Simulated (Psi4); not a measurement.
**BH3SO (SMILES OBS) at PBE0/def2-SVP (sweep point 2)**

What is the vertical ionisation energy of BH3SO at PBE0/def2-SVP (sweep point 2)? 

The calculation is run with Psi4 1.11.

## Step 1: The molecule

BH3SO has 6 atoms, charge 0, and is taken as a singlet. As SMILES, `OBS`. The shape is that of a PBE0-D4/def2-TZVP optimisation. This is one conformer, not always the lowest.

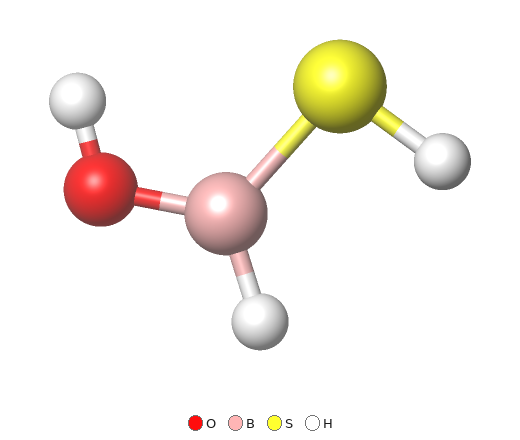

The structure, seen from a chosen angle (oxygen red, boron pink, sulfur yellow, hydrogen white).

## Step 2: The energy at PBE0/def2-SVP (sweep point 2)

input.dat reads:

```
memory 1.6 GB

molecule geom {
  O     -1.104400    -0.090400    -1.001800
  B      0.054600     0.169700    -0.358100
  S      0.336900    -0.392500     1.342100
  H     -1.753100    -0.587100    -0.495400
  H      0.894300     0.783600    -0.941900
  H      1.571700     0.116600     1.455100
  units angstrom
  symmetry c1
}

set globals {
  basis                def2-SVP
  puream               true
  scf_type             pk
  dft_radial_points    99
  dft_spherical_points 590
}

result, w = energy('pbe0', return_wfn=True)
```

On the command line:

```bash
$ psi4 -i input.dat -o output.dat -n 1
```

output.dat:

```text
[...]
  Running in c1 symmetry.
[...]
  Nuclear repulsion =   88.768868479857858
[...]
  Multiplicity = 1
[...]
  Nalpha       = 16
  Nbeta        = 16
[...]
    Number of basis functions: 61
[...]
   @RKS iter   1:  -499.53387545915717   -2.82897e-01   9.63046e-03 DIIS/ADIIS
[...]
   @RKS iter   8:  -499.68600999067968   -7.51005e-08   8.05498e-07 DIIS
[...]
    Orbital Energies [Eh]
    ---------------------
    Doubly Occupied:
       1A    -89.004742     2A    -19.239884     3A     -8.006988
       4A     -6.832249     5A     -5.948533     6A     -5.944378
       7A     -5.941510     8A     -1.054719     9A     -0.761121
      10A     -0.594307    11A     -0.479194    12A     -0.431539
      13A     -0.395408    14A     -0.391202    15A     -0.320682
      16A     -0.284296
[...]
  @RKS Final Energy:  -499.68600999067968
   => Energetics <=
    Nuclear Repulsion Energy =             88.7688684798578578
    One-Electron Energy =                -864.5996743298826459
    Two-Electron Energy =                 305.8133658616316666
    DFT Exchange-Correlation Energy =     -29.6685700022865362
    Empirical Dispersion Energy =           0.0000000000000000
    VV10 Nonlocal Energy =                  0.0000000000000000
    Total Energy =                       -499.6860099906796790
[...]
 Multipole Moments:
 ------------------------------------------------------------------------------------
     Multipole            Electronic (a.u.)      Nuclear  (a.u.)        Total (a.u.)
 ------------------------------------------------------------------------------------
 L = 1.  Multiply by 2.5417464519 to convert [e a0] to [Debye]
 Dipole X            :         -0.8537311            0.7897433           -0.0639878
 Dipole Y            :         -0.6094138            0.4809352           -0.1284786
 Dipole Z            :          0.5573782           -0.3111451            0.2462331
 Magnitude           :                                                    0.2850122
[...]
```

Run time: 11 s. Hardware: 1 thread of Intel Xeon Platinum 8488C (Sapphire Rapids), shared host; peak memory 0.75 GiB.

## Step 3: The doublet cation at the same level

calc.dat reads:

```
memory 1600 MB

molecule system {
  1 2
  O     -1.104400    -0.090400    -1.001800
  B      0.054600     0.169700    -0.358100
  S      0.336900    -0.392500     1.342100
  H     -1.753100    -0.587100    -0.495400
  H      0.894300     0.783600    -0.941900
  H      1.571700     0.116600     1.455100
  units angstrom
  symmetry c1
}

set globals {
  basis def2-SVP
  reference uks
  puream true
  scf_type pk
  dft_radial_points 99
  dft_spherical_points 590
  maxiter 150
}

energy_value = energy('pbe0')
```

On the command line:

```bash
$ psi4 -n 1 calc.dat calc.out
```

calc.out:

```text
[...]
  Running in c1 symmetry.
[...]
  Nuclear repulsion =   88.768868479857858
[...]
  Multiplicity = 2
[...]
  Nalpha       = 16
  Nbeta        = 15
[...]
    Number of basis functions: 61
[...]
   @UKS iter   1:  -499.15959071994376    9.13873e-02   9.17332e-03 DIIS/ADIIS
[...]
   @UKS iter  12:  -499.30650604518621   -3.62093e-09   1.37488e-07 DIIS
[...]
   @S^2 Observed:                7.581310790E-01
[...]
    Orbital Energies [Eh]
    ---------------------
    Alpha Occupied:
       1A    -89.359109     2A    -19.494984     3A     -8.359940
       4A     -7.081622     5A     -6.307645     6A     -6.296614
       7A     -6.292470     8A     -1.302401     9A     -1.096123
      10A     -0.832155    11A     -0.766470    12A     -0.699666
      13A     -0.663520    14A     -0.650575    15A     -0.617982
      16A     -0.579519
    Alpha Virtual:
      17A     -0.240057    18A     -0.229544    19A     -0.128201
      20A     -0.123707    21A     -0.048612    22A     -0.016794
      23A      0.030985    24A      0.074402    25A      0.103288
[...]
  @UKS Final Energy:  -499.30650604518621
   => Energetics <=
    Nuclear Repulsion Energy =             88.7688684798578578
    One-Electron Energy =                -855.2609668708410027
    Two-Electron Energy =                 296.6029479349743383
    DFT Exchange-Correlation Energy =     -29.4173555891773368
    Empirical Dispersion Energy =           0.0000000000000000
    VV10 Nonlocal Energy =                  0.0000000000000000
    Total Energy =                       -499.3065060451862109
[...]
 Multipole Moments:
 ------------------------------------------------------------------------------------
     Multipole            Electronic (a.u.)      Nuclear  (a.u.)        Total (a.u.)
 ------------------------------------------------------------------------------------
 L = 1.  Multiply by 2.5417464519 to convert [e a0] to [Debye]
 Dipole X            :         -0.3240135            0.7897433            0.4657298
 Dipole Y            :         -0.6482300            0.4809352           -0.1672948
 Dipole Z            :          1.2406807           -0.3111451            0.9295356
 Magnitude           :                                                    1.0530567
[...]
```

Run time: 12 s. Hardware: 1 thread of Intel Xeon Platinum 8488C (Sapphire Rapids), shared host; peak memory 0.75 GiB.

## Step 4: Summary of results

Level: PBE0/def2-SVP (sweep point 2).

| quantity | value |
| --- | --- |
| singlet BH3SO: total energy | -499.68601 Eh |
| singlet BH3SO: dipole moment | 0.72 D |
| singlet BH3SO: HOMO energy | -7.74 eV |
| singlet BH3SO: LUMO energy | 0.28 eV |
| singlet BH3SO: HOMO–LUMO gap | 8.01 eV |
| doublet cation: total energy | -499.30651 Eh |
| doublet cation: HOMO energy (highest over α and β) | -15.64 eV |
| doublet cation: LUMO energy (lowest over α and β) | -12.84 eV |
| doublet cation: ⟨S²⟩ | 0.758 |
| vertical ionisation energy (to the doublet cation) | 10.327 eV |

The vertical ionisation energy comes to 10.33 eV (238 kcal/mol). The negative HOMO energy of the first species, 7.74 eV, lies 2.59 eV below that difference.
